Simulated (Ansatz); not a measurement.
**Cs2P3: structures and their energies**

4 relaxations of Cs2P3 ended in 4 distinct structures. All values below come from r2SCAN (plane waves to 500 eV, PAW, scalar-relativistic; Ansatz, a first-principles code).

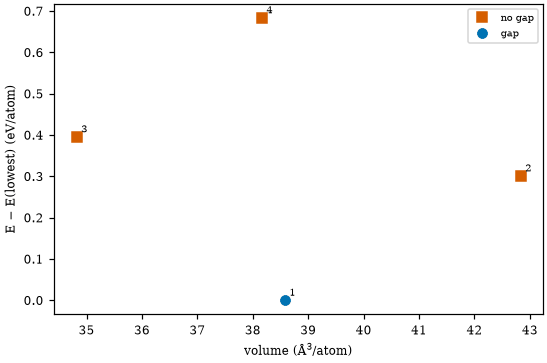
Energy against volume of the distinct structures, numbered as in the table

```csv
#,space group,Pearson,type,E − E(lowest) (eV/atom),V (Å³/atom),"gap (eV, no SOC)",runs ending here
1,C2/m,mS20,–,0.000,38.58,0.27,1
2,Pmmm,oP5,–,0.30,42.83,0.00,1
3,P4/mmm,tP10,–,0.40,34.82,0.00,1
4,P4/mbm,tP10,–,0.68,38.16,0.00,1
```

C2/m, mS20 is the lowest of the structures calculated here.

```cif
data_Cs8P12
_chemical_formula_sum 'P12 Cs8'
_space_group_name_H-M_alt 'C2/m'
_space_group_IT_number 12
_space_group_name_Hall '-C 2y'
_cell_length_a 15.63712
_cell_length_b 5.29552
_cell_length_c 9.35942
_cell_angle_alpha 90.000
_cell_angle_beta 95.435
_cell_angle_gamma 90.000
loop_
_atom_site_label
_atom_site_type_symbol
_atom_site_symmetry_multiplicity
_atom_site_Wyckoff_symbol
_atom_site_fract_x
_atom_site_fract_y
_atom_site_fract_z
_atom_site_occupancy
P1 P 4 i 0.46764 0.00000 0.39091 1
P2 P 4 i 0.17565 0.50000 0.22043 1
P3 P 4 i 0.04393 0.50000 0.21151 1
Cs1 Cs 4 i 0.37714 0.50000 0.06790 1
Cs2 Cs 4 i 0.14655 0.00000 0.46132 1
```
(The calculation used a cell of 10 atoms; values per cell refer to that cell.)

Probably no minimum, since a slightly shaken restart fell lower: P4/mbm, tP10 (by 0.68 eV/atom, to C2/m). Each run could gain symmetry but not lose that of its start, so entries can be saddle points. All of these are generated cells (placed on structure types, drawn at random, substituted or restacked) that were not matched to a known phase here. The real structure of this composition may not be among these. Static energies at zero pressure. The runs use different k-meshes, so differences are rounded accordingly. No spin polarisation in the result. Gaps of cells over 8 atoms come from the SCF mesh and high-symmetry points alone.
